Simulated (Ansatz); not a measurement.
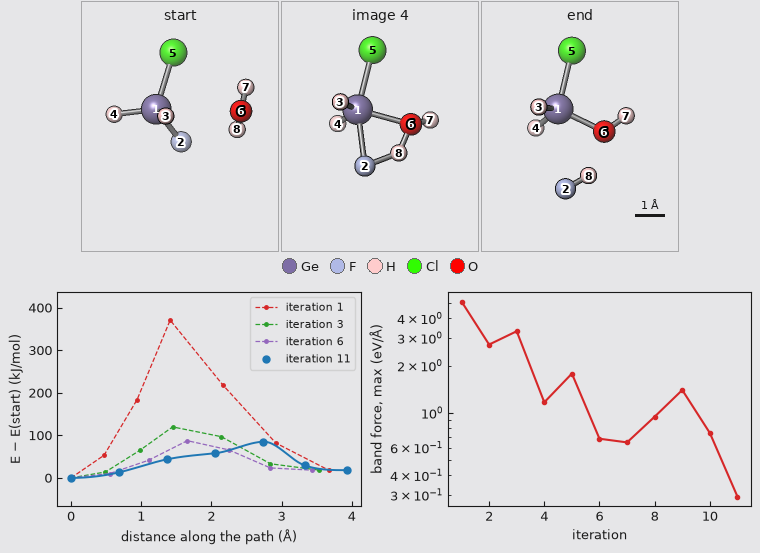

NEB run on GeH4OClF. Images are numbered from 0 (start) to 6 (end). The plot follows the band through its iterations. Style: ball-and-stick. Shown face on.

Method: RKS BHLYP-D4/def2-SVP in Ansatz. Settings: 5 movable images; climbing image; force threshold 0.5 eV/Å; iteration limit 60; starting path through a guess of the saddle point.

How did the profile develop, and is the result final?

The run met only a loose threshold, so the barrier can't be trusted yet. The band converged in 11 iterations. The largest component of the band force went from 5.1 to 0.29 eV/Å. The climbing image converged on the top of the path. Its curvatures weren't checked. The force threshold is so loose that the height of the top is at best an upper bound. The first iteration put the highest image at 370.8 kJ/mol. The energy climbs by 85.2 kJ/mol to image 4 and then falls by 66.9 kJ/mol, so the end point sits at +18.2 kJ/mol.

Cost: 4.1 min on 2 threads of Arm Neoverse N1, with other jobs on the host, peak memory 0.25 GiB.
